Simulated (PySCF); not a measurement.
# C₇H₁₃FOSi: what the fields show

The calculation's input:

```
{"job": {"kind": "nmr", "xc": "PBE0", "basis": "pcSseg-1"}, "charge": 0, "multiplicity": 1}
C      2.357780    -0.722083    -1.053653
C      1.641952     0.477942    -0.485567
C      1.788689     0.858006     0.951050
C      0.459775     0.349540     0.452806
C      0.003672    -1.026566     0.910051
O     -0.990973    -1.593289     0.081451
C     -2.262721    -1.013580     0.205890
C     -2.344151     0.367339    -0.451350
F     -3.611282     0.889934    -0.220647
Si    -0.997277     1.532273     0.264962
H      3.275565    -0.403968    -1.545520
H      1.732001    -1.227893    -1.786750
H      2.622413    -1.435042    -0.277561
H      1.582522     1.298836    -1.192307
H      2.364184     0.202415     1.588940
H      1.875257     1.901724     1.214281
H      0.823228    -1.747300     0.892834
H     -0.374279    -0.957578     1.943572
H     -2.956154    -1.708744    -0.276945
H     -2.546389    -0.920246     1.265713
H     -2.266163     0.255301    -1.538268
H     -0.718013     2.631539    -0.658900
H     -1.464386     2.018425     1.567458
```

Launched as:

```sh
OMP_NUM_THREADS=1 python probes_run.py task.json out
```

Geometry: GFN2-xTB.

These are results of PBE0/pcSseg-1, SCF density, gas phase, non-relativistic in PySCF 2.14.0, not measurements.

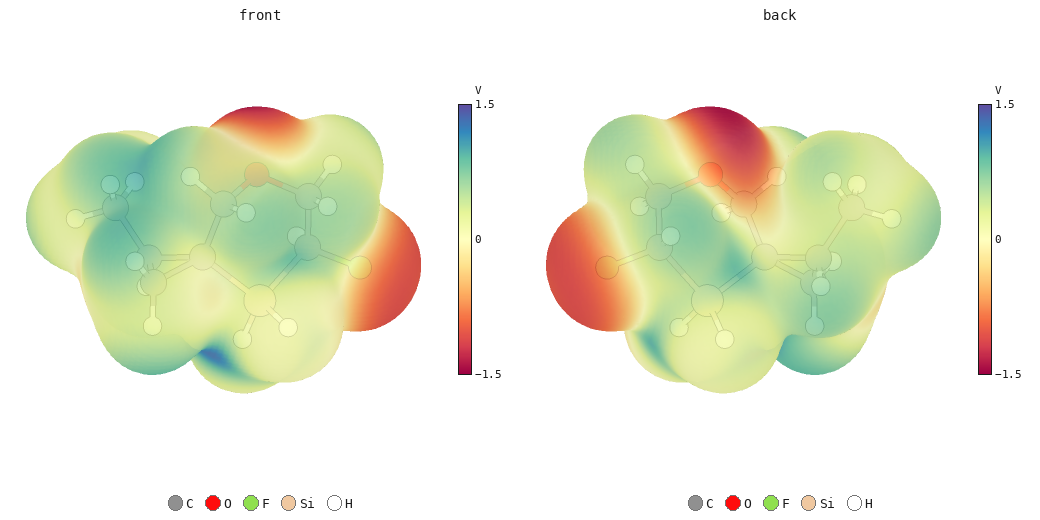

Figure 1. The electrostatic potential painted on the density surface at 0.002 e/bohr³, seen from the front and from behind; red is negative and blue positive.

Q: Where is the surface potential most negative and most positive?

A: The most negative region (about −1.4 V, or −32 kcal/mol for a unit charge) lies over O6, the most positive (about +1.2 V, or +28 kcal/mol for a unit charge) over Si10. O6 is the likeliest acceptor of a hydrogen bond.

Q: How polar is the molecule by this calculation?

A: Its dipole moment is 2.18 D.

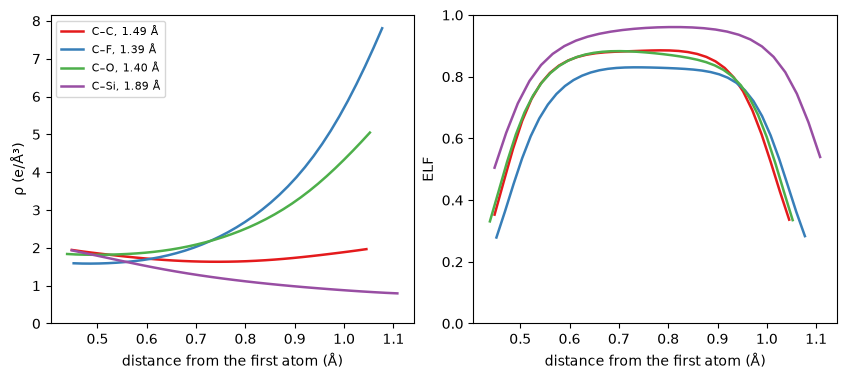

Figure 2. Electron density and electron localisation function along straight lines between neighbouring atoms. The curves leave out the atomic cores.

Q: What can be read from the curves?

A: C–C (1.49 Å): the density is about 1.6 e/Å³ at the midpoint; the ELF peaks at about 0.90 between the atoms (a shared electron pair).
C–F (1.39 Å): the density is about 2 e/Å³ at the midpoint, with its minimum of 1.6 e/Å³ about 0.5 Å from C; the ELF peaks at about 0.85 between the atoms (a polar covalent bond).
C–O (1.40 Å): the density is about 2.1 e/Å³ at the midpoint, with its minimum of 1.8 e/Å³ about 0.5 Å from C; the ELF peaks at about 0.90 between the atoms: a shared but strongly polarised pair.
C–Si (1.89 Å): ρ is about 0.94 e/Å³ halfway; the ELF peaks at about 0.95 between the atoms (localised, covalent bonding).
